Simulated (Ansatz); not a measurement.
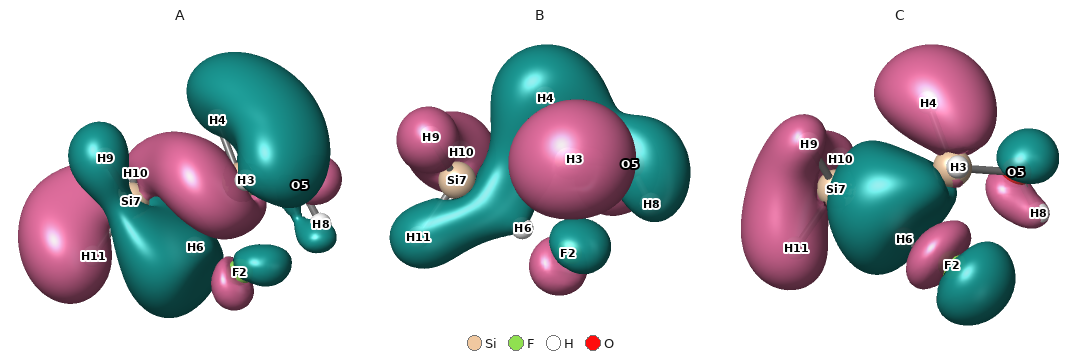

Figure. H3OSi···F···H···H3Si. Three frontier orbitals at ±0.06 Å⁻³ᐟ² (teal and pink are the two phases), in no order.

A transition-state structure; geometry: PBE0-D4/def2-TZVP.

Method: Ansatz 0.2.0, RKS PBE0-D4/def2-TZVPP.

```xyz
11

Si   -0.8410    0.1446    0.5725
F    -0.0402   -1.6924    0.8084
H    -2.0861   -0.5236    0.1461
H    -0.9114    1.5476    0.0569
O    -0.5373    0.4381    2.1497
H     0.3981   -0.9986   -0.0535
Si    0.9121    0.2189   -1.3054
H    -0.3380   -0.3385    2.6773
H    -0.0858    0.6207   -2.3283
H     1.6988    1.3846   -0.8370
H     1.8307   -0.8013   -1.8866
```

### Order the three orbitals by energy and name them.

B is the HOMO−1 (−9.09 eV). It lies mainly on Si1 (about 25 %), H3 (about 20 %), O5 (about 20 %), H4 (about 15 %) and Si7 (about 5 %). C is the HOMO (−8.01 eV). Its weight (Hirshfeld) is mainly on Si7 (about 30 %), F2 (about 20 %), Si1 (about 20 %), H4 (about 10 %) and H6 (about 10 %). A is the LUMO (−0.76 eV). It lies mainly on Si1 (about 30 %), Si7 (about 25 %), H6 (about 10 %), H11 (about 10 %) and H4 (about 5 %).

### What is the HOMO–LUMO gap?

7.25 eV between the orbital energies.
